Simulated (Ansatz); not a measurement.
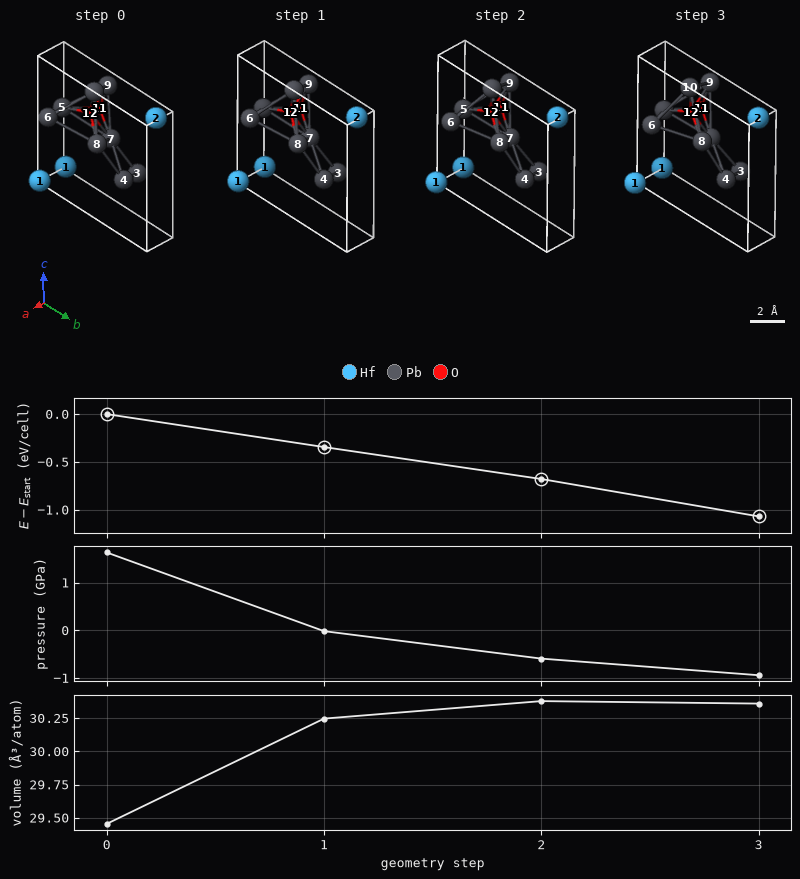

Frames of a relaxation of solid HfPb4O (a generated structure, set up in P1) (coarse preliminary run), marked on the history of the run. A ball-and-stick model of the cell of the calculation, seen slightly off an axis.

Method: DFT PBE, scalar-relativistic, plane waves, PAW in Ansatz. Settings: plane-wave cutoff 420 eV; k-point mesh 4 × 3 × 3; occupations gaussian; smearing width 0.2 eV; no spin polarisation; cell and atoms relaxed; force threshold 0.025 eV/Å; at most 60 steps.

Describe the path.

The run was cut off at its time limit before the relaxation converged, so the last structure is only a point on the way. After 3 geometry steps the energy has fallen by 1.069 eV per cell of the calculation. The largest force component goes from 0.77 to 0.73 eV/Å. Pressure: 1.63 GPa at the start and −0.94 GPa at the end. The atom that moves furthest relative to the cell is Pb6 (0.49 Å along [−1 2 −3]). By element the largest moves are Pb 0.49 Å, Hf 0.23 Å, O 0.06 Å. The volume changes by +3.1 %, with a 6.852 → 6.876 Å (+0.4 %), b 7.860 → 7.935 Å (+0.9 %), c 7.659 → 7.689 Å (+0.4 %), α 121.0° → 119.7°, β 89.8° → 90.8°, γ 90.1° → 90.4°. Among the contacts that change: Pb3–Pb4 3.255 → 3.609 Å, Pb3–Pb4 (another image) 3.599 → 3.267 Å, Pb7–Pb8 3.226 → 3.499 Å, Pb3–Pb6 2.939 → 3.161 Å. Among the angles between lasting bonds that change: Pb3–Pb8–Pb6 133.6° → 122.6°, Pb4–Pb8–O11 169.6° → 159.0°, Pb4–Pb8–Pb10 135.5° → 145.8°. The space group stays P1 (No. 1). The run took 9.3 min on 1 thread of Intel(R) Xeon(R) Processor @ 2.70GHz, with other jobs on the host, peak memory 0.92 GiB. From step 0 to 1: Pb6 moves most (0.20 Å), volume +2.7 %, energy −0.344 eV per cell of the calculation. From step 1 to 2: Pb6 moves most (0.20 Å), volume +0.4 %, energy −0.334 eV per cell of the calculation. From step 2 to 3: Pb10 moves most (0.20 Å), energy −0.391 eV per cell of the calculation.

```
step  E − E(0), meV/atom  largest force component, eV/Å  pressure, GPa  volume, Å³/atom
   0                0.00                         0.7710           1.63           29.455
   1              -28.70                         0.4902          -0.02           30.247
   2              -56.53                         0.5223          -0.59           30.378
   3              -89.07                         0.7260          -0.94           30.360
```
